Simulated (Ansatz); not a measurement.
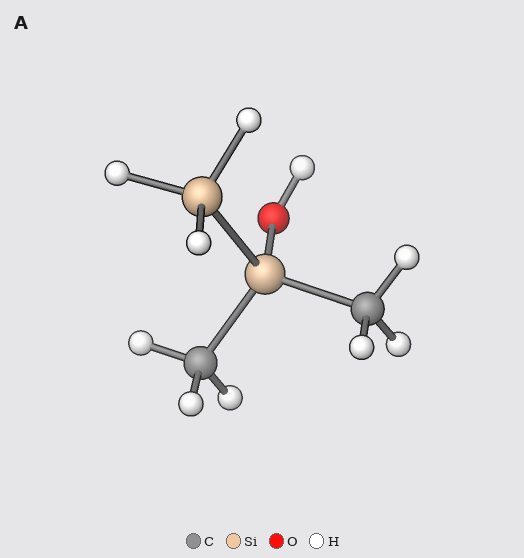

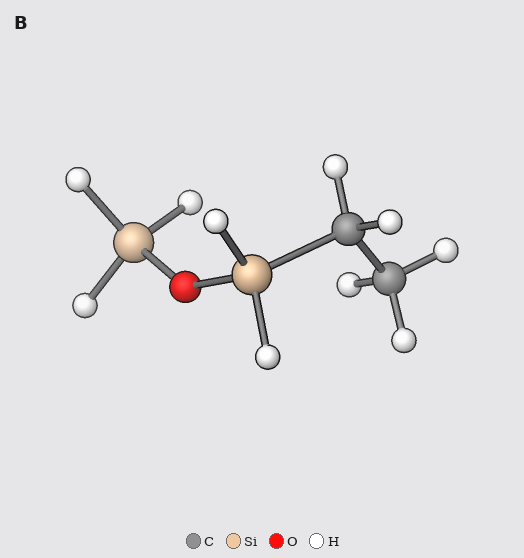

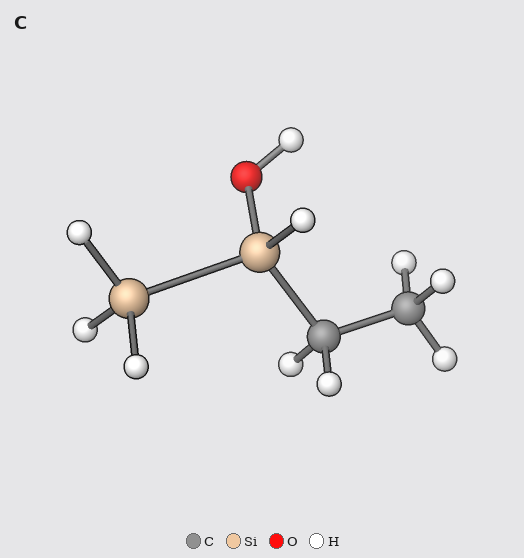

3 stationary structures of one formula. Geometries: PBE0-D4/def2-TZVP. Electronic energies: B3LYP-D4/def2-TZVPP (Ansatz 0.2.0), without zero-point energy. No frequency run is at hand to confirm each as a minimum. Each is one conformer, not always the lowest.

> How are they related?

They are constitutional isomers of C2H10OSi2: A `C[Si](C)(O)[SiH3]`, B `CC[SiH2]O[SiH3]`, C `CC[Si@@H](O)[SiH3]`.

> Rank them by energy, lowest first.

B is lowest; A lies 0.534 eV above it, C lies 1.154 eV above it.
